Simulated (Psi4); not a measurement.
# HF (hydrogen fluoride) at M06-L/aug-pcseg-0 (sweep point 1)

Aim: a structure relaxation of HF (hydrogen fluoride). Input form: a Python script.

The results are computed with Psi4 1.11.

3 further runs of the same task are left out: 3 set aside as unsound or not needed.

## Step 1: The system as given

HF: 2 atoms, total charge 0, spin state singlet. As SMILES, `F`. The shape is that of a PBE0-D4/def2-TZVP optimisation. The run starts from this shape.

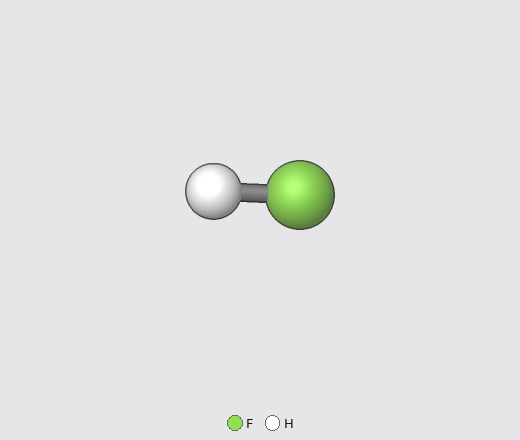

The structure, seen from a chosen angle (fluorine green, hydrogen white).

## Step 2: A geometry optimisation at M06-L/aug-pcseg-0 (sweep point 1)

File job.py:

```python
import psi4

psi4.set_memory('1600 MB')
psi4.set_num_threads(1)
psi4.set_output_file('run.log', False)

mol = psi4.geometry("""
F     -0.390000     0.144600    -0.196400
H      0.390000    -0.144600     0.196400
units angstrom
symmetry c1
""")

psi4.set_options({
    'puream': True,
    'scf_type': 'pk',
    'dft_radial_points': 99,
    'dft_spherical_points': 590,
    'g_convergence': 'gau_tight',
    'geom_maxiter': 50,
})

result, w = psi4.optimize("m06-l/aug-pcseg-0", return_wfn=True)
print(f'total energy {result:.8f} hartree = {result * 27.211386:.5f} eV')
mol.save_xyz_file('final.xyz', False)
```

The run is started by

```console
$ python job.py
```

run.log:

```text
-----------------------------------------

    			 OPTKING 3.0: for geometry optimizations

    			        with contributions from

    			-----------------------------------------

		 -- Optimization Parameters --
	GEOM_MAXITER                   =              50
	ALG_GEOM_MAXITER               =              50
	PRINT                          =               1
	OPT_TYPE                       =             MIN
	STEP_TYPE                      =             RFO
	PROGRAM                        =            PSI4
	STEEPEST_DESCENT_TYPE          =         OVERLAP
	CONJUGATE_GRADIENT_TYPE        =        FLETCHER
	OPT_COORDINATES                =        INTERNAL
	RFO_FOLLOW_ROOT                =           False
	RFO_ROOT                       =               0
	ACCEPT_SYMMETRY_BREAKING       =           False
	DYNAMIC_LVL                    =               0
	DYNAMIC_LVL_MAX                =               0
	IRC_STEP_SIZE                  =             0.2
	IRC_DIRECTION                  =         FORWARD
	IRC_POINTS                     =              20
	IRC_MODE                       =          NORMAL
	IRC_CONVERGENCE                =            -0.7
	INTRAFRAG_STEP_LIMIT           =             0.5
	INTRAFRAG_STEP_LIMIT_MIN       =           0.001
	INTRAFRAG_STEP_LIMIT_MAX       =             1.0
	INTERFRAG_STEP_LIMIT           =             0.5
	INTERFRAG_STEP_LIMIT_MIN       =           0.001
	INTERFRAG_STEP_LIMIT_MAX       =             1.0
	ENSURE_BT_CONVERGENCE          =           False
	SIMPLE_STEP_SCALING            =           False
	CONSECUTIVE_BACKSTEPS          =               0
	RFO_NORMALIZATION_MAX          =             100
	RSRFO_ALPHA_MAX                =     100000000.0
	PRINT_TRAJECTORY_XYZ_FILE      =           False
	WRITE_TRAJECTORY               =           False
	FROZEN_DISTANCE                =
	FRO
gradient() will perform analytic gradient computation.

   => Loading Basis Set <=

    Name: AUG-PCSEG-0
    Role: ORBITAL
    Keyword: BASIS

         ---------------------------------------------------------
                                   SCF
                              RKS Reference
                        1 Threads,   1525 MiB Core
         ---------------------------------------------------------

  ==> Geometry <==

    Molecular point group: c1
    Full point group: C_inf_v

    Geometry (in Angstrom), charge = 0, multiplicity = 1:

       Center              X                  Y                   Z               Mass
    ------------   -----------------  -----------------  -----------------  -----------------
         F            0.000000000000    -0.000000000000    -0.046343560919    18.998403162730
         H           -0.000000000000     0.000000000000     0.873617568695     1.007825032230

  Running in c1 symmetry.

  Rotational constants: A = ************  B =     20.81232  C =     20.81232 [cm^-1]
  Rotational constants: A = ************  B = 623937.69066  C = 623937.69066 [MHz]
  Nuclear repulsion =    5.176952311050555

  Charge       = 0
  Multiplicity = 1
  Electrons    = 10
  Nalpha       = 5
  Nbeta        = 5

  ==> Algorithm <==

  SCF Algorithm Type is PK.
  DIIS enabled.
  MOM disabled.
  Fractional occupation disabled.
  Guess Type is SAD.
  Energy threshold   = 1.00e-08
  Density threshold  = 1.00e-08
  Integral threshold = 1.00e-12

  ==> Primary Basis <==

  Basis Set: AUG-PCSEG-0
    Blend: AUG-PCSEG-0
    Number of shells: 10
    Number of basis functions: 16
    Number of Cartesian functions: 16
    Spherical Harmonics?: true
    Max angular momentum: 1

  ==> DFT Potential <==

   => LibXC <=

    Version 7.1.2

   => Composite Functional: M06-L <=

    M06-L Meta-GGA XC Functional

    Deriv               =              1
    GGA                 =           TRUE
    Meta                =           TRUE

    Exchange Hybrid     =          FALSE
    MP2 Hybrid          =          FALSE

   => Exchange Functionals <=

    1.0000   XC_MGGA_X_M06_L

   => Correlation Functionals <=

    1.0000   XC_MGGA_C_M06_L

   => LibXC Density Thresholds  <==

    XC_MGGA_C_M06_L:  1.00E-12
    XC_MGGA_X_M06_L:  1.00E-15

   => Molecular Quadrature <=

    Radial Scheme          =       TREUTLER
    Pruning Scheme         =           NONE
    Nuclear Scheme         =       TREUTLER

    Blocking Scheme        =         OCTREE
    BS radius alpha        =              1
    Pruning alpha          =              1
    Radial Points          =             99
    Spherical Points       =            590
    Total Points           =         114648
    Total Blocks           =            917
    Max Points             =            256
    Max Functions          =             16
    Weights Tolerance      =       1.00E-15

  ==> Integral Setup <==

  Using in-core PK algorithm.
   Calculation information:
      Number of atoms:                   2
      Number of AO shells:              10
      Number of primitives:             15
      Number of atomic orbitals:        16
      Number of basis functions:        16

      Integral cutoff                 1.00e-12
 [-0.00000000  0.00000000 -0.05567254]]
	   0.650599

	         Geometry (au)                                       Gradient (au)
   0.0000000000  -0.0000000000  -0.0875766378		  -0.0000000000   0.0000000000   0.0556776116
  -0.0000000000   0.0000000000   1.6508979432		  -0.0000000000   0.0000000000  -0.0556725431

[... 16 lines left out ...]
	                                 ==> Convergence Check <==
[... 6 lines left out ...]
	   Step    Total Energy     Delta E     Max Force     RMS Force      Max Disp      RMS Disp   ~
[... 16 lines left out ...]
	Current energy:      -100.1367248672
[... 22 lines left out ...]
	Measures of convergence in internal coordinates in au.
[... 6 lines left out ...]
	  Convergence Criteria              o    1.50e-05 *    1.00e-05 *    6.00e-05 *    4.00e-05 *
[... 35 lines left out ...]
	                                 ==> Convergence Check <==
[... 6 lines left out ...]
	   Step    Total Energy     Delta E     Max Force     RMS Force      Max Disp      RMS Disp
[... 16 lines left out ...]
	Current energy:      -100.1367475743
[... 22 lines left out ...]
	Measures of convergence in internal coordinates in au.
[... 6 lines left out ...]
	  Convergence Criteria              o    1.50e-05 *    1.00e-05 *    6.00e-05 *    4.00e-05 *
[... 35 lines left out ...]
	                                 ==> Convergence Check <==
[... 6 lines left out ...]
	   Step    Total Energy     Delta E     Max Force     RMS Force      Max Disp      RMS Disp
[... 16 lines left out ...]
	Current energy:      -100.1367475861
[... 22 lines left out ...]
	Measures of convergence in internal coordinates in au.
[... 6 lines left out ...]
	  Convergence Criteria              o    1.50e-05 *    1.00e-05 *    6.00e-05 *    4.00e-05 *
[... 22 lines left out ...]
	Measures of convergence in internal coordinates in au. (Any backward steps not shown.)
[... 71 lines left out ...]
    Weights Tolerance      =       1.00E-15
[... 35 lines left out ...]
	Measures of convergence in internal coordinates in au.
[... 6 lines left out ...]
	  Convergence Criteria              o    1.50e-05 *    1.00e-05 *    6.00e-05 *    4.00e-05 *
[... 127 lines left out ...]
                        Total Energy        Delta E     RMS |[F,P]|
[... 2 lines left out ...]
   @RKS iter   1:  -100.13674756172321   -2.90784e-04   9.14485e-06 DIIS
[... 1 line left out ...]
   @RKS iter   3:  -100.13674757367137   -7.64381e-09   2.80479e-06 DIIS
[... 1 line left out ...]
   @RKS iter   5:  -100.13674757426715   -1.74794e-12   3.05243e-09 DIIS
[... 22 lines left out ...]
    Final Occupation by Irrep:
[... 9 lines left out ...]
    Nuclear Repulsion Energy =              4.9107968368380819
[... 1 line left out ...]
    Two-Electron Energy =                  55.0333745381079567
[... 1 line left out ...]
    Empirical Dispersion Energy =           0.0000000000000000
[... 1 line left out ...]
    Total Energy =                       -100.1367475742671473
[... 15 lines left out ...]
 Dipole Y            :         -0.0000000            0.0000000           -0.0000000
[... 40 lines left out ...]
    Weights Tolerance      =       1.00E-15
[... 35 lines left out ...]
	Measures of convergence in internal coordinates in au.
[... 6 lines left out ...]
	  Convergence Criteria              o    1.50e-05 *    1.00e-05 *    6.00e-05 *    4.00e-05 *
[... 78 lines left out ...]
                        Total Energy        Delta E     RMS |[F,P]|
[... 2 lines left out ...]
   @RKS iter   1:  -100.13674758556087   -4.40938e-05   1.38642e-06 DIIS
[... 1 line left out ...]
   @RKS iter   3:  -100.13674758583555   -1.75319e-10   4.26027e-07 DIIS
[... 1 line left out ...]
   @RKS iter   5:  -100.13674758584928   -4.26326e-14   4.61406e-10 DIIS
[... 7 lines left out ...]
    Final Occupation by Irrep:
[... 9 lines left out ...]
    Nuclear Repulsion Energy =              4.9103028780622360
[... 1 line left out ...]
    Two-Electron Energy =                  55.0330155285795399
[... 1 line left out ...]
    Empirical Dispersion Energy =           0.0000000000000000
[... 1 line left out ...]
    Total Energy =                       -100.1367475858492782
[... 15 lines left out ...]
 Dipole Y            :         -0.0000000            0.0000000           -0.0000000
[... 40 lines left out ...]
    Weights Tolerance      =       1.00E-15
[... 35 lines left out ...]
	Measures of convergence in internal coordinates in au.
[... 6 lines left out ...]
	  Convergence Criteria              o    1.50e-05 *    1.00e-05 *    6.00e-05 *    4.00e-05 *
[... 33 lines left out ...]
  Running in c1 symmetry.

  Rotational constants: A = ************  B =     18.72300  C =     18.72300 [cm^-1]
  Rotational constants: A = ************  B = 561301.48150  C = 561301.48150 [MHz]
  Nuclear repulsion =    4.910227881929705

  Charge       = 0
  Multiplicity = 1
  Electrons    = 10
  Nalpha       = 5
  Nbeta        = 5

  ==> DiskJK: Disk-Based J/K Matrices <==

    J tasked:                  Yes
    K tasked:                   No
    wK tasked:                  No
    Memory [MiB]:             1014
    Schwarz Cutoff:          1E-12

  Cached 100.0% of DFT collocation blocks in 0.127 [GiB].

  Minimum eigenvalue in the overlap matrix is 1.8668064543E-02.
  Reciprocal condition number of the overlap matrix is 4.8790143965E-03.
    Using symmetric orthogonalization.

  ==> Iterations <==

                        Total Energy        Delta E     RMS |[F,P]|

   @RKS iter   0:  -100.13674089127768   -1.00137e+02   1.80453e-06
   @RKS iter   1:  -100.13674758611489   -6.69484e-06   2.10500e-07 DIIS
   @RKS iter   2:  -100.13674758611717   -2.27374e-12   2.24706e-07 DIIS
   @RKS iter   3:  -100.13674758612129   -4.12115e-12   6.46987e-08 DIIS
   @RKS iter   4:  -100.13674758612157   -2.84217e-13   2.85467e-09 DIIS
  Energy and wave function converged.

  ==> Post-Iterations <==

   Electrons on quadrature grid:
      Ntotal   =    9.9999999955 ; deviation = -4.526e-09

    Orbital Energies [Eh]
    ---------------------

    Doubly Occupied:

       1A    -24.515661     2A     -1.164873     3A     -0.499482
       4A     -0.359204     5A     -0.359204

    Virtual:

       6A     -0.023442     7A      0.114954     8A      0.246447
       9A      0.262547    10A      0.262547    11A      0.308172
      12A      0.808686    13A      1.743075    14A      2.046688
      15A      2.046688    16A      2.219987

    Final Occupation by Irrep:
              A
    DOCC [     5 ]
    NA   [     5 ]
    NB   [     5 ]

  @RKS Final Energy:  -100.13674758612157

   => Energetics <=

    Nuclear Repulsion Energy =              4.9102278819297052
    One-Electron Energy =                -149.3602110291212739
    Two-Electron Energy =                  55.0329608000622343
    DFT Exchange-Correlation Energy =     -10.7197252389922326
    Empirical Dispersion Energy =           0.0000000000000000
    VV10 Nonlocal Energy =                  0.0000000000000000
    Total Energy =                       -100.1367475861215723

Computation Completed

Properties will be evaluated at   0.000000,   0.000000,   0.000000 [a0]

Properties computed using the SCF density matrix

 Multipole Moments:

 ------------------------------------------------------------------------------------
     Multipole            Electronic (a.u.)      Nuclear  (a.u.)        Total (a.u.)
 ------------------------------------------------------------------------------------

 L = 1.  Multiply by 2.5417464519 to convert [e a0] to [Debye]
 Dipole X            :         -0.0000000           -0.0000000           -0.0000000
 Dipole Y            :         -0.0000000            0.0000000           -0.0000000
 Dipole Z            :          0.0244699            0.9095707            0.9340406
 Magnitude           :                                                    0.9340406

 ------------------------------------------------------------------------------------

	total time  =          3 seconds =       0.05 minutes

         ------------------------------------------------------------
                                   SCF GRAD
         ------------------------------------------------------------

  ==> Geometry <==

    Molecular point group: c1
    Full point group: C_inf_v

    Geometry (in Angstrom), charge = 0, multiplicity = 1:

       Center              X                  Y                   Z               Mass
    ------------   -----------------  -----------------  -----------------  -----------------
         F            0.000000000000    -0.000000000000    -0.048860951175    18.998403162730
         H           -0.000000000000     0.000000000000     0.921072626359     1.007825032230

  Nuclear repulsion =    4.910227881929705

   => Molecular Quadrature <=

    Radial Scheme          =       TREUTLER
    Pruning Scheme         =           NONE
    Nuclear Scheme         =       TREUTLER

    Blocking Scheme        =         OCTREE
    BS radius alpha        =              1
    Pruning alpha          =              1
    Radial Points          =             99
    Spherical Points       =            590
    Total Points           =         114659
    Total Blocks           =            915
    Max Points             =            255
    Max Functions          =             16
    Weights Tolerance      =       1.00E-15

  -Total Gradient:
     Atom            X                  Y                   Z
    ------   -----------------  -----------------  -----------------
       1        0.000000000000    -0.000000000000     0.000010173542
       2        0.000000000000    -0.000000000000     0.000005161460

	total time  =          0 seconds =       0.00 minutes

    			-----------------------------------------

    			 OPTKING 3.0: for geometry optimizations

    			        with contributions from

    			-----------------------------------------

	                            ===> Fragment 1 <==

	 Z (Atomic Numbers)          Masses                          Geom
	       9.000000            18.998403          0.00000000 -0.00000000 -0.09233382
	       1.000000             1.007825         -0.00000000  0.00000000  1.74057501

	 - Coordinate -           - BOHR/RAD -       - ANG/DEG -
	 R(1,2)           =         1.832909           0.969934

	        --- Internal Coordinate Step in ANG or DEG, aJ/ANG or AJ/DEG ---
	-------------------------------------------------------------------------------
	           Coordinate      Previous         Force          Change          New
	           ----------      --------        ------          ------        ------
	               R(1,2)       0.96993        0.00002        0.00000       0.96994
	-------------------------------------------------------------------------------

	                                 ==> Convergence Check <==

	Measures of convergence in internal coordinates in au.

	Criteria marked as inactive (o), active & met (*), and active & unmet ( ).

	----------------------------------------------------------------------------------------------
	   Step    Total Energy     Delta E     Max Force     RMS Force      Max Disp      RMS Disp
	----------------------------------------------------------------------------------------------
	  Convergence Criteria              o    1.50e-05 *    1.00e-05 *    6.00e-05 *    4.00e-05 *
	----------------------------------------------------------------------------------------------
	     6    -100.13674759   -2.72e-10 o    2.51e-06 *    2.51e-06 *    4.25e-06 *    4.25e-06 *  ~
	----------------------------------------------------------------------------------------------

Next Geometry in Ang
	Fragment 1 (Ang)

	    F   0.0000000000  -0.0000000000  -0.0488620759
	    H  -0.0000000000   0.0000000000   0.9210737511

    Final optimized geometry and variables:
    Molecular point group: c1
    Full point group: C_inf_v

    Geometry (in Angstrom), charge = 0, multiplicity = 1:

    F            0.000000000000    -0.000000000000    -0.048860951175
    H           -0.000000000000     0.000000000000     0.921072626359

[set-up sections that repeat, and orbital energies of the middle runs, are left out above]
```

Standard output:

```text
Optimizer: Optimization complete!
total energy -100.13674759 hartree = -2724.85969 eV
```

It took 31 s on 1 thread of Intel Xeon at 2.50GHz (Skylake/Cascade Lake), shared host; peak memory 0.36 GiB.

Step by step:

```
step  energy from the first frame kept (eV)  largest force (eV/Å)
   0                                 0.0000                2.8631
   1                                -0.0671                0.2482
   2                                -0.0677                0.0373
   3                                -0.0677                0.0060
   4                                -0.0677                0.0012
   5                                -0.0677                0.0005
```

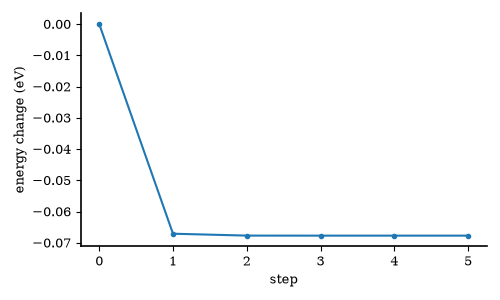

Energy along the run.

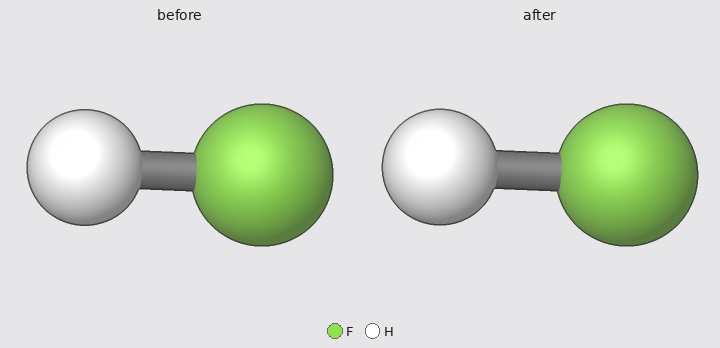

Before and after, at one scale.

After the run. Bond lengths: F1–H2 0.970 Å.

## Step 3: Results

Level: M06-L/aug-pcseg-0 (sweep point 1).

```
               quantity          value
total energy at the end  -100.13675 Eh
          dipole moment         2.37 D
            HOMO energy       -9.77 eV
            LUMO energy       -0.64 eV
          HOMO–LUMO gap        9.14 eV
            bond length        0.970 Å
```

**Reading.** At the final geometry: Bond lengths: F1–H2 0.970 Å. The optimisation took 6 steps and changed the energy by -0.068 eV.
